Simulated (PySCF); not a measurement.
# CH₅ClSi: spin-spin couplings and electronic excitations at several levels of theory, part 1 of 2

How much do the spin-spin couplings and electronic excitations of CH₅ClSi (`[SiH3]CCl`) depend on the level of theory, and what does each level cost?

Computed with PySCF 2.14.0, with density-fitted response routines of our own, on a single molecule in the gas phase. Atoms count from 0, in the outputs and in this text.

## Step 1: The starting structure

8 atoms, charge 0, multiplicity 1; geometry from: PBE0-D3(BJ)/def2-SVP.

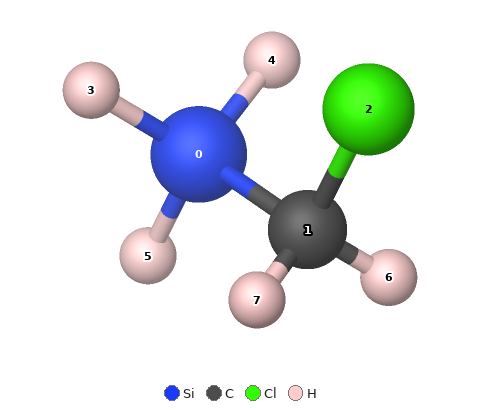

As it starts; silicon blue, carbon dark grey, chlorine green, hydrogen pink, atoms numbered; sticks join atoms by distance.

## Step 2: Spin-spin couplings: B3LYP/def2-TZVP

What the job is given:

```
{"job": {"kind": "j", "xc": "B3LYP", "basis": "def2-TZVP"}, "charge": 0, "multiplicity": 1}
Si    -0.026184     0.736456     0.379981
C      1.860404     0.579860     0.382917
Cl     2.585997     2.067936     1.067586
H     -0.508362     0.924846     1.778183
H     -0.423998     1.902975    -0.458979
H     -0.620189    -0.513890    -0.188044
H      2.259223     0.446384    -0.633260
H      2.196336    -0.271051     0.993283
```

Level: B3LYP/def2-TZVP indirect spin-spin coupling, non-relativistic, gas phase.

Launch:

```sh
$ OMP_NUM_THREADS=1 python probes_run.py task.json out
```

One launch serves the whole session: the jobs run in the order shown.

Log:

```text
coarse grid: 7440 points
cycle   1  E = -790.8715576808  dE = -6.456e-02  |g| = 2.209e-01  |ddm| = 1.945e+00
cycle   2  E = -790.8761617212  dE = -4.604e-03  |g| = 1.805e-01  |ddm| = 4.099e-01
cycle   3  E = -790.8838589073  dE = -7.697e-03  |g| = 2.958e-02  |ddm| = 2.020e-01
cycle   4  E = -790.8840073078  dE = -1.484e-04  |g| = 7.595e-03  |ddm| = 2.414e-02
cycle   5  E = -790.8840185851  dE = -1.128e-05  |g| = 3.351e-03  |ddm| = 6.542e-03
cycle   6  E = -790.8840210026  dE = -2.418e-06  |g| = 1.205e-03  |ddm| = 2.686e-03
final grid: 61744 points
cycle   7  E = -790.8777901081  dE = -1.187e-05  |g| = 1.935e-03  |ddm| = 1.846e-02
cycle   8  E = -790.8777896530  dE =  4.551e-07  |g| = 2.194e-03  |ddm| = 2.438e-03
cycle   9  E = -790.8777907180  dE = -1.065e-06  |g| = 4.520e-04  |ddm| = 1.513e-03
cycle  10  E = -790.8777907735  dE = -5.555e-08  |g| = 6.864e-05  |ddm| = 3.567e-04
cycle  11  E = -790.8777907747  dE = -1.164e-09  |g| = 1.329e-05  |ddm| = 6.745e-05
cycle  12  E = -790.8777907747  dE = -4.218e-11  |g| = 3.221e-06  |ddm| = 1.216e-05
converged SCF energy = -790.8777907747

Indirect spin-spin couplings (Hz)
  i      j    bonds     total        FC       PSO       DSO        SD
  0 Si   1 C    1    -48.427   -48.216     1.515    -0.084    -1.642
  0 Si   3 H    1   -177.591  -177.809     0.656    -0.169    -0.270
  0 Si   4 H    1   -177.597  -177.815     0.657    -0.169    -0.270
  0 Si   5 H    1   -158.802  -158.999     0.583    -0.151    -0.236
  0 Si   6 H    2      3.503     3.425     0.091     0.133    -0.146
  0 Si   7 H    2      3.523     3.445     0.092     0.132    -0.146
  1 C    3 H    2      3.626     3.742     0.021    -0.166     0.029
  1 C    4 H    2      3.664     3.780     0.021    -0.166     0.029
  1 C    5 H    2     13.495    13.552     0.080    -0.156     0.019
  1 C    6 H    1    141.999   140.596     0.494     0.883     0.027
  1 C    7 H    1    141.937   140.533     0.495     0.883     0.027
  3 H    4 H    2      6.009     6.861     1.085    -1.982     0.044
  3 H    5 H    2      5.637     6.491     1.093    -1.989     0.043
  3 H    6 H    3      8.313     9.165     1.461    -2.321     0.007
  3 H    7 H    3      1.034     1.078     0.293    -0.368     0.031
  4 H    5 H    2      5.685     6.541     1.095    -1.995     0.043
  4 H    6 H    3      1.063     1.105     0.289    -0.362     0.031
  4 H    7 H    3      8.321     9.174     1.461    -2.321     0.007
  5 H    6 H    3     -0.145    -0.092     0.314    -0.390     0.023
  5 H    7 H    3     -0.120    -0.072     0.307    -0.379     0.023
  6 H    7 H    2    -12.415   -12.966     2.073    -1.918     0.396
```

Wall time 16 s (1 thread of Intel Xeon Platinum 8259CL at 2.50GHz, shared host); peak memory 0.57 GiB.

The basis is not made for couplings: without tight functions at the nuclei these values are rough.

Couplings of 1 Hz or more, nine at most for each number of bonds, with means over like pairs (isotopes 13C, 1H, 29Si):

| pair | bonds | J (Hz) | Fermi contact (Hz) |
| --- | --- | --- | --- |
| Si0–H3 | 1 | -171.3 | -171.5 |
| C1–H6 | 1 | 142.0 | 140.6 |
| Si0–C1 | 1 | -48.4 | -48.2 |
| H6–H7 | 2 | -12.4 | -13.0 |
| C1–H3 | 2 | 6.9 | 7.0 |
| H3–H4 | 2 | 5.8 | 6.6 |
| Si0–H6 | 2 | 3.5 | 3.4 |
| H3–H6 | 3 | 3.1 | 3.4 |

The response was solved for the nuclei of C, H, Si alone, so couplings that need other nuclei can be missing.

Quadrupole couplings from the field gradients of the same density:

| atom | isotope | eQq/h (MHz) | η |
| --- | --- | --- | --- |
| Cl2 | 35Cl | -78.6 | 0.01 |

## Step 3: Indirect couplings: B3LYP/cc-pVTZ

Settings changed since step 2:

```diff
@@ -1,2 +1,2 @@
-{"job": {"kind": "j", "xc": "B3LYP", "basis": "def2-TZVP"}, "charge": 0, "multiplicity": 1}
+{"job": {"kind": "j", "xc": "B3LYP", "basis": "cc-pVTZ"}, "charge": 0, "multiplicity": 1}
 Si    -0.026184     0.736456     0.379981
```

Level: B3LYP/cc-pVTZ indirect spin-spin coupling, non-relativistic, gas phase.

Log:

```text
coarse grid: 7440 points
cycle   1  E = -790.8641932768  dE = -5.664e-02  |g| = 2.184e-01  |ddm| = 5.017e+00
cycle   2  E = -790.8688628404  dE = -4.670e-03  |g| = 1.767e-01  |ddm| = 8.276e-01
cycle   3  E = -790.8765765222  dE = -7.714e-03  |g| = 2.641e-02  |ddm| = 3.379e-01
cycle   4  E = -790.8767258605  dE = -1.493e-04  |g| = 7.821e-03  |ddm| = 4.544e-02
cycle   5  E = -790.8767397940  dE = -1.393e-05  |g| = 2.931e-03  |ddm| = 1.134e-02
cycle   6  E = -790.8767416970  dE = -1.903e-06  |g| = 1.117e-03  |ddm| = 5.358e-03
final grid: 61744 points
cycle   7  E = -790.8856740091  dE = -1.605e-05  |g| = 2.074e-03  |ddm| = 3.928e-02
cycle   8  E = -790.8856733170  dE =  6.921e-07  |g| = 2.565e-03  |ddm| = 7.261e-03
cycle   9  E = -790.8856748455  dE = -1.529e-06  |g| = 3.987e-04  |ddm| = 4.179e-03
cycle  10  E = -790.8856748908  dE = -4.525e-08  |g| = 7.360e-05  |ddm| = 5.930e-04
cycle  11  E = -790.8856748923  dE = -1.515e-09  |g| = 1.299e-05  |ddm| = 1.044e-04
cycle  12  E = -790.8856748923  dE = -4.138e-11  |g| = 3.096e-06  |ddm| = 2.285e-05
converged SCF energy = -790.8856748923

Indirect spin-spin couplings (Hz)
  i      j    bonds     total        FC       PSO       DSO        SD
  0 Si   1 C    1    -44.074   -43.912     1.524    -0.084    -1.603
  0 Si   3 H    1   -165.008  -165.576     0.689    -0.165     0.044
  0 Si   4 H    1   -165.007  -165.576     0.690    -0.165     0.044
  0 Si   5 H    1   -146.556  -147.096     0.604    -0.148     0.084
  0 Si   6 H    2      3.064     2.991     0.079     0.135    -0.140
  0 Si   7 H    2      3.088     3.013     0.080     0.134    -0.140
  1 C    3 H    2      2.955     3.101    -0.005    -0.167     0.026
  1 C    4 H    2      2.986     3.133    -0.005    -0.167     0.026
  1 C    5 H    2     12.285    12.368     0.050    -0.157     0.024
  1 C    6 H    1    133.690   131.914     0.599     0.862     0.316
  1 C    7 H    1    133.619   131.842     0.600     0.862     0.316
  3 H    4 H    2      5.458     6.526     0.846    -1.992     0.077
  3 H    5 H    2      5.052     6.123     0.853    -1.999     0.076
  3 H    6 H    3      8.307     9.277     1.352    -2.329     0.007
  3 H    7 H    3      1.079     1.099     0.320    -0.374     0.035
  4 H    5 H    2      5.097     6.171     0.855    -2.005     0.076
  4 H    6 H    3      1.111     1.127     0.316    -0.368     0.035
  4 H    7 H    3      8.315     9.285     1.352    -2.329     0.007
  5 H    6 H    3     -0.125    -0.093     0.336    -0.396     0.027
  5 H    7 H    3     -0.099    -0.072     0.330    -0.385     0.028
  6 H    7 H    2    -11.699   -12.683     2.476    -1.966     0.474
```

Run time: 18 s. Hardware: 1 thread of Intel Xeon Platinum 8259CL at 2.50GHz, shared host; peak memory 0.7 GiB.

The basis is not made for couplings: without tight functions at the nuclei these values are rough.

Key values: J(Si0,H3) -158.9 Hz, J(C1,H6) 133.7 Hz, J(Si0,C1) -44.1 Hz (means over like pairs).

## Step 4: J couplings: B3LYP/6-31G*

Settings changed since step 3:

```diff
@@ -1,2 +1,2 @@
-{"job": {"kind": "j", "xc": "B3LYP", "basis": "cc-pVTZ"}, "charge": 0, "multiplicity": 1}
+{"job": {"kind": "j", "xc": "B3LYP", "basis": "6-31G*"}, "charge": 0, "multiplicity": 1}
 Si    -0.026184     0.736456     0.379981
```

Level: B3LYP/6-31G* indirect spin-spin coupling, non-relativistic, gas phase.

Log:

```text
coarse grid: 7440 points
cycle   1  E = -790.8216002825  dE = -4.615e-02  |g| = 1.975e-01  |ddm| = 2.371e+00
cycle   2  E = -790.8266124740  dE = -5.012e-03  |g| = 1.563e-01  |ddm| = 5.360e-01
cycle   3  E = -790.8342579652  dE = -7.645e-03  |g| = 1.804e-02  |ddm| = 2.560e-01
cycle   4  E = -790.8343516351  dE = -9.367e-05  |g| = 4.987e-03  |ddm| = 2.747e-02
cycle   5  E = -790.8343582189  dE = -6.584e-06  |g| = 5.307e-04  |ddm| = 5.959e-03
final grid: 61744 points
cycle   6  E = -790.7924204945  dE = -2.524e-06  |g| = 3.531e-03  |ddm| = 8.689e-03
cycle   7  E = -790.7924165549  dE =  3.940e-06  |g| = 5.220e-03  |ddm| = 7.857e-03
cycle   8  E = -790.7924238506  dE = -7.296e-06  |g| = 1.987e-04  |ddm| = 4.814e-03
cycle   9  E = -790.7924238633  dE = -1.267e-08  |g| = 2.675e-05  |ddm| = 3.029e-04
cycle  10  E = -790.7924238635  dE = -1.810e-10  |g| = 9.160e-06  |ddm| = 3.888e-05
converged SCF energy = -790.7924238635

Indirect spin-spin couplings (Hz)
  i      j    bonds     total        FC       PSO       DSO        SD
  0 Si   1 C    1    -59.060   -58.585     1.000    -0.083    -1.392
  0 Si   3 H    1   -193.153  -193.402     0.856    -0.194    -0.413
  0 Si   4 H    1   -193.156  -193.405     0.857    -0.194    -0.413
  0 Si   5 H    1   -172.223  -172.477     0.805    -0.176    -0.374
  0 Si   6 H    2      3.557     3.426     0.133     0.129    -0.132
  0 Si   7 H    2      3.572     3.441     0.134     0.129    -0.132
  1 C    3 H    2      2.455     2.586     0.003    -0.161     0.027
  1 C    4 H    2      2.489     2.620     0.003    -0.161     0.027
  1 C    5 H    2     10.439    10.512     0.067    -0.153     0.014
  1 C    6 H    1    154.160   152.545     0.370     0.916     0.329
  1 C    7 H    1    154.117   152.501     0.371     0.916     0.329
  3 H    4 H    2      4.456     6.089     0.259    -1.916     0.024
  3 H    5 H    2      4.132     5.772     0.260    -1.923     0.023
  3 H    6 H    3      7.878     9.341     0.834    -2.295    -0.002
  3 H    7 H    3      1.053     1.235     0.127    -0.346     0.038
  4 H    5 H    2      4.184     5.828     0.261    -1.928     0.023
  4 H    6 H    3      1.085     1.262     0.124    -0.340     0.038
  4 H    7 H    3      7.887     9.351     0.833    -2.295    -0.002
  5 H    6 H    3     -0.141     0.053     0.140    -0.366     0.032
  5 H    7 H    3     -0.111     0.077     0.135    -0.355     0.033
  6 H    7 H    2    -15.304   -15.318     1.435    -1.847     0.427
```

Wall time 6.2 s (1 thread of Intel Xeon Platinum 8259CL at 2.50GHz, shared host); peak memory 0.47 GiB.

The basis is not made for couplings: without tight functions at the nuclei these values are rough.

Key values: J(Si0,H3) -186.2 Hz, J(C1,H6) 154.1 Hz, J(Si0,C1) -59.1 Hz (means over like pairs).

## Step 5: Ultraviolet spectrum: HF/def2-SVPD

Settings changed since step 4:

```diff
@@ -1,2 +1,2 @@
-{"job": {"kind": "j", "xc": "B3LYP", "basis": "6-31G*"}, "charge": 0, "multiplicity": 1}
+{"job": {"kind": "uv", "xc": "HF", "basis": "def2-SVPD", "ip": true}, "charge": 0, "multiplicity": 1}
 Si    -0.026184     0.736456     0.379981
```

Method: TDDFT HF/def2-SVPD, vertical, gas phase, core orbitals frozen in the response.

Log:

```text
final grid: 61744 points
cycle   1  E = -788.8951305534  dE = -2.243e-02  |g| = 3.616e-01  |ddm| = 2.669e+00
cycle   2  E = -788.9376305844  dE = -4.250e-02  |g| = 1.932e-01  |ddm| = 8.086e-01
cycle   3  E = -788.9476269604  dE = -9.996e-03  |g| = 3.773e-02  |ddm| = 3.298e-01
cycle   4  E = -788.9484512394  dE = -8.243e-04  |g| = 6.008e-03  |ddm| = 1.505e-01
cycle   5  E = -788.9484742921  dE = -2.305e-05  |g| = 1.788e-03  |ddm| = 2.343e-02
cycle   6  E = -788.9484767101  dE = -2.418e-06  |g| = 5.890e-04  |ddm| = 5.358e-03
cycle   7  E = -788.9484769847  dE = -2.745e-07  |g| = 1.654e-04  |ddm| = 1.775e-03
cycle   8  E = -788.9484770078  dE = -2.317e-08  |g| = 3.584e-05  |ddm| = 6.278e-04
cycle   9  E = -788.9484770090  dE = -1.190e-09  |g| = 8.240e-06  |ddm| = 1.474e-04
cycle  10  E = -788.9484770091  dE = -6.582e-11  |g| = 2.052e-06  |ddm| = 3.581e-05
converged SCF energy = -788.9484770091

Static polarisability (au): isotropic 52.469, principal 46.286 49.202 61.918

Singlet excitations
state   eV       nm        f      main configurations
  1   7.6644    161.8   0.02494   H->L+1 0.28, H->L+2 0.24, H->L+12 0.17
  2   8.1338    152.4   0.00275   H-1->L+1 0.28, H-1->L+2 0.25, H-1->L+12 0.19
  3   8.8612    139.9   0.01044   H->L 0.39, H->L+2 0.33, H->L+1 0.12
  4   9.3998    131.9   0.02231   H-1->L 0.36, H-1->L+2 0.35, H-1->L+7 0.10
  5   9.7682    126.9   0.01814   H-3->L+1 0.34, H-3->L 0.16, H-3->L+4 0.12
  6   9.8751    125.6   0.00878   H-2->L+1 0.35, H-2->L+4 0.16, H-2->L 0.15
  7   9.9430    124.7   0.08233   H->L 0.36, H->L+1 0.19, H->L+6 0.12
  8  10.0767    123.0   0.00084   H->L+3 0.40, H->L+5 0.14, H-3->L+5 0.13
  9  10.1446    122.2   0.04091   H->L+3 0.47, H->L+5 0.16
 10  10.2457    121.0   0.10754   H->L+4 0.36, H->L+6 0.16

Triplet excitations (Tamm-Dancoff, eV): 6.7786 7.2469 8.4010 8.6523
Vertical ionisation energy (delta-SCF) = 10.0414 eV
```

It took 4.6 s on 1 thread of Intel Xeon Platinum 8259CL at 2.50GHz, shared host; peak memory 0.47 GiB.

The orbitals next to the gap, with their largest atomic shares:

| orbital | eV | atoms |
| --- | --- | --- |
| HOMO−3 | -13.22 | Si0 39 %, H5 28 %, H4 14 % |
| HOMO−2 | -13.21 | Si0 40 %, H3 28 %, H4 21 % |
| HOMO−1 | -12.01 | Cl2 79 %, C1 13 % |
| HOMO | -11.40 | Cl2 60 %, C1 20 %, Si0 12 % |
| LUMO | 2.34 | Si0 56 %, C1 9 %, H5 8 % |
| LUMO+1 | 2.73 | Si0 28 %, Cl2 26 %, C1 10 % |
| LUMO+2 | 3.15 | Cl2 68 %, C1 12 %, Si0 8 % |

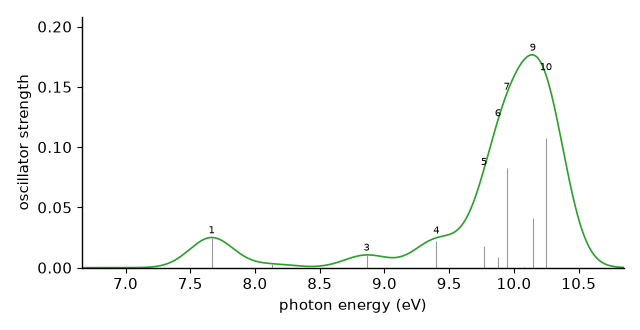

Absorption spectrum from the 10 singlet states computed; above the last one it falls off for lack of states. Lines are broadened to a width of 0.40 eV (Gaussian).

Further results of this job:

| property | computed |
| --- | --- |
| dipole moment (D) | 1.95 |
| polarisability (Å³) | 7.78 |
| HOMO–LUMO gap (eV) | 13.74 |
| −ε(HOMO) (eV) | 11.40 |

## Step 6: TDDFT and polarisability: LDA/def2-SVPD

Settings changed since step 5:

```diff
@@ -1,2 +1,2 @@
-{"job": {"kind": "uv", "xc": "HF", "basis": "def2-SVPD", "ip": true}, "charge": 0, "multiplicity": 1}
+{"job": {"kind": "uv", "xc": "LDA", "basis": "def2-SVPD", "ip": true}, "charge": 0, "multiplicity": 1}
 Si    -0.026184     0.736456     0.379981
```

With the program's defaults for keys left out, this is: TDDFT LDA/def2-SVPD, vertical, gas phase, core orbitals frozen in the response.

Log:

```text
coarse grid: 7440 points
cycle   1  E = -787.3879976044  dE = -6.128e-02  |g| = 2.432e-01  |ddm| = 2.920e+00
cycle   2  E = -787.3750770952  dE =  1.292e-02  |g| = 3.322e-01  |ddm| = 6.811e-01
cycle   3  E = -787.4043152493  dE = -2.924e-02  |g| = 7.519e-02  |ddm| = 4.401e-01
cycle   4  E = -787.4057362304  dE = -1.421e-03  |g| = 2.720e-02  |ddm| = 1.257e-01
cycle   5  E = -787.4059414853  dE = -2.053e-04  |g| = 5.402e-03  |ddm| = 3.905e-02
cycle   6  E = -787.4059510850  dE = -9.600e-06  |g| = 6.606e-04  |ddm| = 9.172e-03
final grid: 61744 points
cycle   7  E = -787.4915132953  dE = -9.636e-06  |g| = 1.527e-03  |ddm| = 3.390e-02
cycle   8  E = -787.4915125006  dE =  7.947e-07  |g| = 2.305e-03  |ddm| = 4.851e-03
cycle   9  E = -787.4915138967  dE = -1.396e-06  |g| = 4.098e-04  |ddm| = 3.008e-03
cycle  10  E = -787.4915139424  dE = -4.571e-08  |g| = 1.545e-04  |ddm| = 7.359e-04
cycle  11  E = -787.4915139495  dE = -7.078e-09  |g| = 1.688e-05  |ddm| = 2.173e-04
cycle  12  E = -787.4915139496  dE = -1.071e-10  |g| = 4.209e-06  |ddm| = 3.737e-05
converged SCF energy = -787.4915139496

Static polarisability (au): isotropic 59.305, principal 51.576 55.269 71.071

Singlet excitations
state   eV       nm        f      main configurations
  1   6.1230    202.5   0.01819   H->L 0.95
  2   6.4434    192.4   0.00049   H-1->L 0.95
  3   6.6580    186.2   0.01350   H->L+1 0.96
  4   6.9736    177.8   0.00763   H-1->L+1 0.95
  5   7.1320    173.8   0.03560   H->L+2 0.98
  6   7.3078    169.7   0.00123   H->L+3 0.82, H-2->L 0.17
  7   7.3823    167.9   0.00736   H-2->L 0.80, H->L+3 0.17
  8   7.4273    166.9   0.00128   H-1->L+2 1.00
  9   7.4824    165.7   0.00210   H-3->L 0.87, H->L+4 0.12
 10   7.5907    163.3   0.03049   H->L+4 0.69, H-1->L+3 0.20

Triplet excitations (Tamm-Dancoff, eV): 5.6197 5.9913 6.4025 6.7998
Vertical ionisation energy (delta-SCF) = 10.3758 eV
```

Wall time 21 s (1 thread of Intel Xeon Platinum 8259CL at 2.50GHz, shared host); peak memory 0.47 GiB.

This run: HOMO -7.00 eV, LUMO -1.17 eV; lowest singlet 6.12 eV.

## Step 7: Excited states and response: PBE/def2-SVPD

Settings changed since step 6:

```diff
@@ -1,2 +1,2 @@
-{"job": {"kind": "uv", "xc": "LDA", "basis": "def2-SVPD", "ip": true}, "charge": 0, "multiplicity": 1}
+{"job": {"kind": "uv", "xc": "PBE", "basis": "def2-SVPD", "ip": true}, "charge": 0, "multiplicity": 1}
 Si    -0.026184     0.736456     0.379981
```

Level: TDDFT PBE/def2-SVPD, vertical, gas phase, core orbitals frozen in the response.

Log:

```text
coarse grid: 7440 points
cycle   1  E = -790.0041276797  dE = -6.568e-02  |g| = 2.328e-01  |ddm| = 3.009e+00
cycle   2  E = -789.9967988720  dE =  7.329e-03  |g| = 2.928e-01  |ddm| = 6.651e-01
cycle   3  E = -790.0195732927  dE = -2.277e-02  |g| = 7.078e-02  |ddm| = 4.055e-01
cycle   4  E = -790.0208413036  dE = -1.268e-03  |g| = 2.451e-02  |ddm| = 1.232e-01
cycle   5  E = -790.0210142876  dE = -1.730e-04  |g| = 4.621e-03  |ddm| = 3.589e-02
cycle   6  E = -790.0210214930  dE = -7.205e-06  |g| = 6.849e-04  |ddm| = 8.362e-03
final grid: 61744 points
cycle   7  E = -790.1361416848  dE = -6.109e-06  |g| = 6.770e-03  |ddm| = 3.611e-02
cycle   8  E = -790.1361120698  dE =  2.962e-05  |g| = 1.246e-02  |ddm| = 2.099e-02
cycle   9  E = -790.1361535323  dE = -4.146e-05  |g| = 1.163e-03  |ddm| = 1.454e-02
cycle  10  E = -790.1361539527  dE = -4.204e-07  |g| = 1.305e-04  |ddm| = 1.719e-03
cycle  11  E = -790.1361539586  dE = -5.842e-09  |g| = 2.404e-05  |ddm| = 2.782e-04
cycle  12  E = -790.1361539587  dE = -1.772e-10  |g| = 4.452e-06  |ddm| = 4.125e-05
converged SCF energy = -790.1361539587

Static polarisability (au): isotropic 58.150, principal 50.543 54.174 69.734

Singlet excitations
state   eV       nm        f      main configurations
  1   6.1645    201.1   0.01833   H->L 0.96
  2   6.4990    190.8   0.00075   H-1->L 0.96
  3   6.7208    184.5   0.01834   H->L+1 0.96
  4   7.0494    175.9   0.00848   H-1->L+1 0.96
  5   7.1445    173.5   0.03587   H->L+2 0.98
  6   7.3970    167.6   0.00009   H->L+3 0.94
  7   7.4462    166.5   0.00082   H-1->L+2 0.99
  8   7.5148    165.0   0.00714   H-2->L 0.93
  9   7.6084    163.0   0.00059   H-3->L 0.80, H->L+4 0.20
 10   7.6802    161.4   0.03483   H->L+4 0.67, H-3->L 0.15, H-1->L+3 0.14

Triplet excitations (Tamm-Dancoff, eV): 5.5942 5.9756 6.4422 6.8600
Vertical ionisation energy (delta-SCF) = 10.2574 eV
```

It took 29 s on 1 thread of Intel Xeon Platinum 8259CL at 2.50GHz, shared host; peak memory 0.47 GiB.

In short: HOMO -6.91 eV, LUMO -1.01 eV; lowest singlet 6.16 eV.

## Step 8: Ultraviolet spectrum: B3LYP/def2-SVPD

Settings changed since step 7:

```diff
@@ -1,2 +1,2 @@
-{"job": {"kind": "uv", "xc": "PBE", "basis": "def2-SVPD", "ip": true}, "charge": 0, "multiplicity": 1}
+{"job": {"kind": "uv", "xc": "B3LYP", "basis": "def2-SVPD", "ip": true}, "charge": 0, "multiplicity": 1}
 Si    -0.026184     0.736456     0.379981
```

With the program's defaults for keys left out, this is: TDDFT B3LYP/def2-SVPD, vertical, gas phase, core orbitals frozen in the response.

Log:

```text
coarse grid: 7440 points
cycle   1  E = -790.4797594231  dE = -6.884e-02  |g| = 1.834e-01  |ddm| = 2.928e+00
cycle   2  E = -790.4841581708  dE = -4.399e-03  |g| = 1.430e-01  |ddm| = 5.293e-01
cycle   3  E = -790.4900564043  dE = -5.898e-03  |g| = 2.197e-02  |ddm| = 2.370e-01
cycle   4  E = -790.4901844934  dE = -1.281e-04  |g| = 6.463e-03  |ddm| = 4.621e-02
cycle   5  E = -790.4901949464  dE = -1.045e-05  |g| = 1.748e-03  |ddm| = 1.092e-02
cycle   6  E = -790.4901956204  dE = -6.740e-07  |g| = 8.228e-04  |ddm| = 2.845e-03
final grid: 61744 points
cycle   7  E = -790.5800087420  dE = -6.841e-06  |g| = 3.794e-03  |ddm| = 2.920e-02
cycle   8  E = -790.5800035889  dE =  5.153e-06  |g| = 5.779e-03  |ddm| = 9.860e-03
cycle   9  E = -790.5800124554  dE = -8.867e-06  |g| = 2.137e-04  |ddm| = 6.270e-03
cycle  10  E = -790.5800124705  dE = -1.507e-08  |g| = 3.714e-05  |ddm| = 4.209e-04
cycle  11  E = -790.5800124709  dE = -3.828e-10  |g| = 9.926e-06  |ddm| = 6.908e-05
converged SCF energy = -790.5800124709

Static polarisability (au): isotropic 56.490, principal 49.349 52.783 67.339

Singlet excitations
state   eV       nm        f      main configurations
  1   6.5280    189.9   0.02146   H->L 0.94
  2   6.9080    179.5   0.00199   H-1->L 0.93
  3   7.2036    172.1   0.01240   H->L+1 0.91
  4   7.6073    163.0   0.01012   H-1->L+1 0.91
  5   7.7827    159.3   0.04218   H->L+2 0.92
  6   8.0964    153.1   0.00037   H->L+3 0.95
  7   8.2059    151.1   0.00140   H-1->L+2 0.94
  8   8.3065    149.3   0.00910   H-2->L 0.91
  9   8.3195    149.0   0.06345   H->L+4 0.88
 10   8.3269    148.9   0.00279   H-3->L 0.85, H->L+5 0.09

Triplet excitations (Tamm-Dancoff, eV): 5.8985 6.2922 6.9648 7.4491
Vertical ionisation energy (delta-SCF) = 10.5252 eV
```

Run time: 24 s. Hardware: 1 thread of Intel Xeon Platinum 8259CL at 2.50GHz, shared host; peak memory 0.51 GiB.

This run: HOMO -7.99 eV, LUMO -0.33 eV; lowest singlet 6.53 eV.

(Continued in part 2 of 2.)
